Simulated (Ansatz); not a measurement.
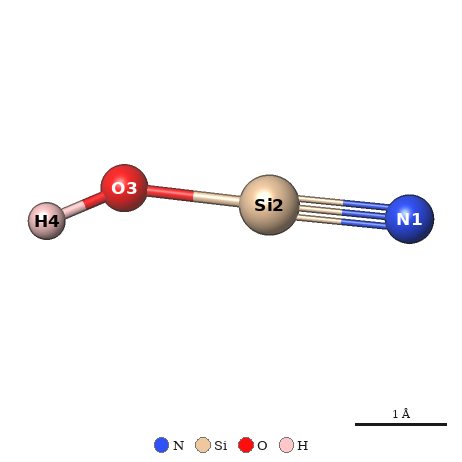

Simulated data, not a measurement (program: Ansatz).

Orthographic view. Atoms fade into the background with distance from the viewer. Geometry: moved along internal coordinates away from the minimum.

List all interatomic distances (Å) as a matrix.

```tsv
atom	N1	Si2	O3	H4
N1	0.00			
Si2	1.56	0.00		
O3	3.17	1.62	0.00	
H4	4.00	2.47	0.96	0.00
```
